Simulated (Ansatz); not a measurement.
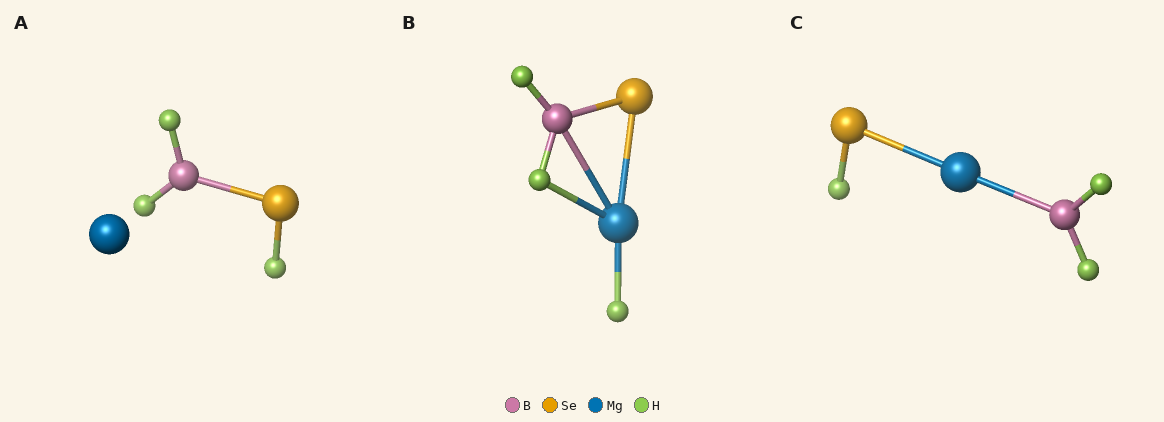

3 stationary structures of one formula. Geometries: PBE0-D4/def2-TZVP. Electronic energies: RHF-CCSD(T) (frozen core)/def2-TZVPP (Ansatz 0.2.0), without zero-point energy. No frequency run is at hand to confirm each as a minimum.

**Rank them by energy, lowest first.**

B is lowest (Cs); A lies 1.184 eV above it (C1), C lies 1.417 eV above it.
